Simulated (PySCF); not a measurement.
# Si2N2H6 (cyclo-(H2SiNH)2) at 6 levels

Aim: a comparison of 6 runs (HF/3-21G, HF/def2-SVP, PBE/6-31G, PBE0/def2-SVP, TPSS/6-311G**, B3LYP/cc-pVTZ) of Si2N2H6 (cyclo-(H2SiNH)2). The job is set up through a Python script.

The calculation is run with PySCF 2.14.0.

## Step 1: Starting point

Si2N2H6 has 10 atoms, charge 0, and is taken as a singlet. The shape is that of a GFN2-xTB optimisation.

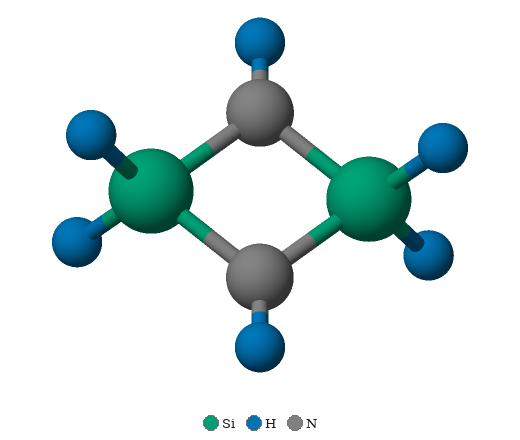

Viewed from a chosen angle; silicon teal, hydrogen blue, nitrogen grey.

## Step 2: Energy and gradient at HF/3-21G (run 1)

Contents of calc.py:

```python
import pyscf.grad
from pyscf import gto

molecule = gto.Mole()
molecule.atom = [
    ('Si', (0.930360, 0.909950, -0.089830)),
    ('H', (0.676740, 2.272960, -0.550130)),
    ('H', (2.327210, 0.665220, 0.260470)),
    ('N', (-0.219230, 0.330680, 1.080110)),
    ('Si', (-0.929720, -0.910550, 0.090180)),
    ('H', (-2.327230, -0.666540, -0.258300)),
    ('H', (-0.674430, -2.273910, 0.548700)),
    ('N', (0.220130, -0.331530, -1.079580)),
    ('H', (-0.387040, 0.596140, 2.031410)),
    ('H', (0.383220, -0.592420, -2.033030)),
]
molecule.charge = 0
molecule.max_memory = 1860
molecule.spin = 0
molecule.verbose = 4
molecule.basis = '3-21g'
molecule.build()

hf = molecule.RHF()
hf.conv_tol = 1e-10
hf.kernel()
if not hf.converged:
    hf = hf.newton().run(hf.mo_coeff, hf.mo_occ)

energy = hf.e_tot
print('E = %.10f Eh' % energy)
grad = hf.Gradients().kernel()
hf.analyze()
```

On the command line:

```bash
$ OMP_NUM_THREADS=1 python calc.py
```

What it wrote:

```text
PySCF version 2.14.0

[... 81 lines left out ...]
DFT Exchange-Correlation Energy =      -56.229079142111743
[... 9 lines left out ...]
MO #8   energy= -4.22371679884493  occ= 2
[... 7 lines left out ...]
MO #16  energy= -0.725826483140433 occ= 2
[... 7 lines left out ...]
MO #24  energy= -0.367763340163105 occ= 2
[... 7 lines left out ...]
MO #32  energy= 0.351954774152112  occ= 0
[... 7 lines left out ...]
MO #40  energy= 0.601385841172586  occ= 0
[... 7 lines left out ...]
MO #48  energy= 1.44008910425294   occ= 0
[... 7 lines left out ...]
MO #56  energy= 2.73084405513416   occ= 0
[... 69 lines left out ...]
Dipole moment(X, Y, Z, Debye): -0.01238,  0.01232, -0.00497
```

Run time: 2.4 s. Hardware: 1 thread of Intel Xeon at 2.70GHz, shared host; peak memory 0.13 GiB.

## Step 3: Energy and gradient at HF/def2-SVP (run 2)

Contents of input.py:

```python
# cyclo-(H2SiNH)2
from pyscf import gto, scf

system = gto.Mole()
system.atom = '''
Si     1.758126     1.719556    -0.169754
H      1.278853     4.295272    -1.039595
H      4.397790     1.257084     0.492217
N     -0.414285     0.624895     2.041112
Si    -1.756916    -1.720690     0.170416
H     -4.397827    -1.259578    -0.488116
H     -1.274488    -4.297067     1.036893
N      0.415985    -0.626501    -2.040111
H     -0.731400     1.126541     3.838809
H      0.724181    -1.119512    -3.841870
'''
system.unit = 'bohr'
system.max_memory = 1860
system.basis = 'def2-svp'
system.verbose = 3
system.build()

mf = scf.RHF(system)
mf.conv_tol = 1e-10
mf.kernel()
if not mf.converged:
    mf = mf.newton().run(mf.mo_coeff, mf.mo_occ)

e_final = mf.e_tot
print(f'total energy: {e_final:.8f} hartree')
grad = mf.nuc_grad_method().kernel()
dip = mf.dip_moment()
pop, q = mf.mulliken_pop()
```

On the command line:

```bash
$ OMP_NUM_THREADS=1 python input.py
```

What it wrote:

```text
converged SCF energy = -690.066732480719
total energy: -690.06673248 hartree
[... 8 lines left out ...]
Dipole moment(X, Y, Z, Debye): -0.00951,  0.00948, -0.00386
[... 105 lines left out ...]
charge of    9H =      0.14293
```

Run time: 11 s. Hardware: 1 thread of Intel Xeon at 2.70GHz, shared host; peak memory 0.19 GiB.

Runs 3 to 5 aren't shown in full; the table further down has their settings and results.

## Step 4: Energy and gradient at B3LYP/cc-pVTZ (run 6)

Contents of run.py:

```python
import pyscf.grad
from pyscf import gto, dft

mol = gto.M(
    atom='''
Si     0.930360     0.909950    -0.089830
H      0.676740     2.272960    -0.550130
H      2.327210     0.665220     0.260470
N     -0.219230     0.330680     1.080110
Si    -0.929720    -0.910550     0.090180
H     -2.327230    -0.666540    -0.258300
H     -0.674430    -2.273910     0.548700
N      0.220130    -0.331530    -1.079580
H     -0.387040     0.596140     2.031410
H      0.383220    -0.592420    -2.033030
''',
    max_memory=1860,
    basis='cc-pvtz',
    verbose=3,
)

calc0 = dft.RKS(mol, xc='b3lyp')
calc0.conv_tol = 1e-10
calc0.grids.level = 5
calc0.kernel()
if not calc0.converged:
    calc0 = calc0.newton().run(calc0.mo_coeff, calc0.mo_occ)

e_final = calc0.e_tot
print('Final energy', e_final)
grad = calc0.Gradients().kernel()
calc0.analyze()
```

On the command line:

```bash
$ OMP_NUM_THREADS=1 python run.py
```

What it wrote:

```text
converged SCF energy = -692.282404026564
[... 21 lines left out ...]
MO #12  energy= -3.64154811232983  occ= 2
[... 24 lines left out ...]
MO #37  energy= 0.222936355041238  occ= 0
[... 24 lines left out ...]
MO #62  energy= 0.699585291839437  occ= 0
[... 24 lines left out ...]
MO #87  energy= 1.16774913526958   occ= 0
[... 24 lines left out ...]
MO #112 energy= 1.82341385580124   occ= 0
[... 24 lines left out ...]
MO #137 energy= 3.26728703988603   occ= 0
[... 24 lines left out ...]
MO #162 energy= 3.90194605036422   occ= 0
[... 24 lines left out ...]
MO #187 energy= 4.55482425521156   occ= 0
[... 24 lines left out ...]
MO #212 energy= 10.8908768163694   occ= 0
[... 11 lines left out ...]
Dipole moment(X, Y, Z, Debye): -0.00808,  0.00809, -0.00327
```

It took 4.3 min on 1 thread of Intel Xeon at 2.70GHz, shared host; peak memory 1.7 GiB.

## Step 5: The series

| run | level | integration grid | energy (Eh) | dipole moment (D) | HOMO energy (eV) | LUMO energy (eV) | wall time |
| --- | --- | --- | --- | --- | --- | --- | --- |
| 1 | HF/3-21G | – | -686.642524 | 0.02 | -10.01 | 3.50 | 2.4 s |
| 2 | HF/def2-SVP | – | -690.066732 | 0.01 | -10.28 | 3.37 | 11 s |
| 3 | PBE/6-31G | 5 | -691.547869 | 0.02 | -4.93 | -1.03 | 23 s |
| 4 | PBE0/def2-SVP | 5 | -691.521118 | 0.01 | -6.71 | 0.00 | 37 s |
| 5 | TPSS/6-311G** | 5 | -692.275918 | 0.01 | -5.39 | -0.95 | 81 s |
| 6 | B3LYP/cc-pVTZ | 5 | -692.282404 | 0.01 | -6.60 | -0.53 | 4.3 min |

## Step 6: Outcome

| quantity | value |
| --- | --- |
| run 6: total energy | -692.28240 Eh |
| run 6: dipole moment | 0.01 D |
| run 6: HOMO energy | -6.60 eV |
| run 6: LUMO energy | -0.53 eV |
| run 6: HOMO–LUMO gap | 6.07 eV |
| run 6: largest force on an atom | 1.544 eV/Å |

What this shows: The HOMO–LUMO gap runs from 3.90 eV (PBE/6-31G) to 13.66 eV (HF/def2-SVP). The two ends differ in method and basis. Totals of different functionals can't be ranked against each other. All runs together took 6.8 min, the longest 4.3 min.
